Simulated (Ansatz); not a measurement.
Nb: pressure series

The reference is Nb in the bcc (W type) structure (space group Im-3m, No. 229; a = 3.272 Å).

Cell and atoms are relaxed at each pressure.

Calculations: Ansatz (a quantum-chemistry and plane-wave program) PBEsol, scalar-relativistic without spin-orbit coupling, earlier PAW set.

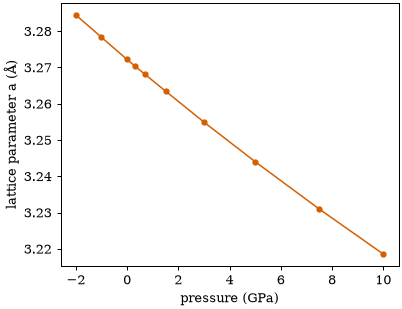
Lattice parameter a against pressure

Q: From the plot, what is the lattice parameter a for pressure 5 GPa?

A: About 3.244 Å.

Q: Is the trend monotonic over the range shown?

A: Yes, it falls throughout, spanning 3.219 Å to 3.284 Å.

Load acts through the strain it causes; cell and atoms are relaxed under it. No phonon test of stability was made. Competing high-pressure phases were not computed. The base started in P-1 and relaxed to Im-3m at this level. The final runs are not spin-polarised.
